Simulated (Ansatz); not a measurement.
# CH5BClN (SMILES CNBCl) at MP2/def2-SVP

Aim: the energy change on altering one bond length of CH5BClN at MP2/def2-SVP, from 2 runs. 

The results are computed with Ansatz 0.2.0.

128 further runs of the same task are left out: 128 set aside as unsound or not needed.

### 1 The molecule

The species is CH5BClN (9 atoms), meant as a singlet with charge 0. SMILES: `CNBCl`. Geometry: relaxed at PBE0-D4/def2-TZVP. This is one conformer, not always the lowest.

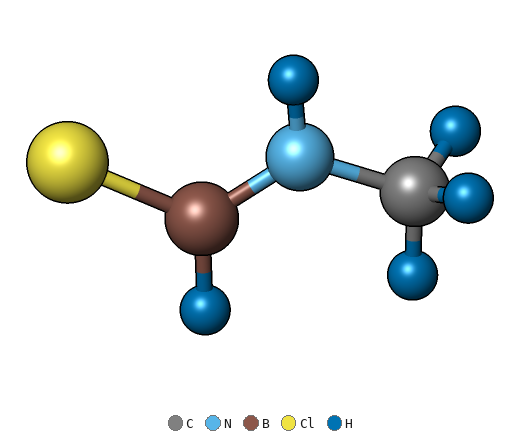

The structure, seen from a chosen angle (carbon grey, nitrogen blue, boron brown, chlorine yellow, hydrogen blue).

### 2 The energy at MP2/def2-SVP

File run.yaml:

```yaml
crystal:
  periodic: [false, false, false]
  atoms:
    - symbol: C
      position_ang: [0.510100, 0.482100, -0.973400]
    - symbol: "N"
      position_ang: [-0.407900, -0.226000, -0.111700]
    - symbol: B
      position_ang: [-0.261100, -0.415200, 1.248200]
    - symbol: Cl
      position_ang: [-1.495300, -1.314500, 2.144800]
    - symbol: H
      position_ang: [0.907000, -0.170400, -1.756500]
    - symbol: H
      position_ang: [0.027900, 1.338900, -1.452800]
    - symbol: H
      position_ang: [1.346700, 0.849900, -0.380000]
    - symbol: H
      position_ang: [-1.220500, -0.605500, -0.573900]
    - symbol: H
      position_ang: [0.681600, 0.014200, 1.838200]
basis:
  gaussian: {orbitals: def2-SVP}
correlation: {method: mp2, frozen_orbitals: {B: 1, C: 1, Cl: 5, H: 0, "N": 1}}
accuracy: high
```

The run is started by

```
$ ansatz run run.yaml --threads 1 --pin off --max-ram 3480MiB --events-out events.jsonl --progress --plain --runs-dir runs
```

Log:

```text
Warning: RAYON_NUM_THREADS=1 ignored (pool sized by the plan → 1); use --threads N
Functional definition: HF
  name "HF"
  exchange = exact_x
  correlation = 0
2017 factors; integrals over basis functions are off by at most 8.2e-9 eV
mean field evaluation 1: about -15760.5637 eV, gradient 2.7e1 eV
mean field evaluation 2: about -15760.6600 eV, gradient 2.7e1 eV
mean field evaluation 4: about -15762.5747 eV, gradient 3.3e0 eV
mean field evaluation 8: about -15762.6089 eV, gradient 1.3e-1 eV
mean field -15762.60899314 eV, -579.2651962177 hartree, gradient 9.4e-8 eV, S^2 0.000000; 0 other end points of the search recorded, 0 dependent functions left out
8 core orbitals not correlated: weight in the atoms' cores, before any rotation towards them, 1.000 or more for the frozen orbitals, at most 0.000 for the correlated occupied ones
reference -15762.60899314 eV, -579.2651962177 hartree; 12, 12 occupied and 65, 65 virtual orbitals, 2017 factors
second order -14.45816733 eV of doubles, -0.00000000 eV of singles
Total energy: -15777.06716047 eV, -579.7965240671 hartree
```

Wall time 2.2 s (1 thread of Arm Neoverse V2, shared host); peak memory 0.23 GiB.

### 3 The distorted shape at the same level

File run.yaml:

```yaml
crystal:
  periodic: [false, false, false]
  atoms:
    - {symbol: C, position_ang: [0.488085, 0.510473, -1.177338]}
    - {symbol: N, position_ang: [-0.429915, -0.197627, -0.315638]}
    - {symbol: B, position_ang: [-0.261100, -0.415200, 1.248200]}
    - {symbol: Cl, position_ang: [-1.495300, -1.314500, 2.144800]}
    - {symbol: H, position_ang: [0.884985, -0.142027, -1.960438]}
    - {symbol: H, position_ang: [0.005885, 1.367273, -1.656738]}
    - {symbol: H, position_ang: [1.324685, 0.878273, -0.583938]}
    - {symbol: H, position_ang: [-1.242515, -0.577127, -0.777838]}
    - {symbol: H, position_ang: [0.681600, 0.014200, 1.838200]}
basis:
  gaussian:
    orbitals: def2-SVP
correlation:
  method: mp2
  frozen_orbitals: {B: 1, C: 1, Cl: 5, H: 0, "N": 1}
accuracy: high
```

The run is started by

```
$ ansatz run run.yaml --threads 1 --pin off --max-ram 3480MiB --events-out events.jsonl --progress --plain --runs-dir runs
```

Log:

```text
Warning: RAYON_NUM_THREADS=1 ignored (pool sized by the plan → 1); use --threads N
Functional definition: HF
  name "HF"
  exchange = exact_x
  correlation = 0
2005 factors; integrals over basis functions are off by at most 6.1e-9 eV
mean field evaluation 1: about -15759.6460 eV, gradient 2.8e1 eV
mean field evaluation 2: about -15759.7314 eV, gradient 2.8e1 eV
mean field evaluation 4: about -15761.8663 eV, gradient 3.5e0 eV
mean field evaluation 8: about -15761.9078 eV, gradient 1.6e-1 eV
mean field -15761.90796056 eV, -579.2394337456 hartree, gradient 8.3e-8 eV, S^2 0.000000; 0 other end points of the search recorded, 0 dependent functions left out
8 core orbitals not correlated: weight in the atoms' cores, before any rotation towards them, 1.000 or more for the frozen orbitals, at most 0.000 for the correlated occupied ones
reference -15761.90796056 eV, -579.2394337456 hartree; 12, 12 occupied and 65, 65 virtual orbitals, 2005 factors
second order -14.52741084 eV of doubles, -0.00000000 eV of singles
Total energy: -15776.43537140 eV, -579.7733062468 hartree
```

It took 2.1 s on 1 thread of Arm Neoverse V2, shared host; peak memory 0.23 GiB.

### 4 Results

At MP2/def2-SVP, 8 core orbitals frozen:

```
                                                         quantity          value
                                        first shape: total energy  -579.79652 Eh
         first shape: correlation energy (8 core orbitals frozen)     -531.3 mEh
                                    distorted shape: total energy  -579.77331 Eh
     distorted shape: correlation energy (8 core orbitals frozen)     -533.9 mEh
energy change with the N2–B3 bond stretched from 1.381 to 1.588 Å       0.632 eV
```

In words: With the N2–B3 bond stretched from 1.381 to 1.588 Å the energy rises by 0.63 eV (14.6 kcal/mol). The first shape isn't relaxed at this level, so the change isn't measured from a minimum.
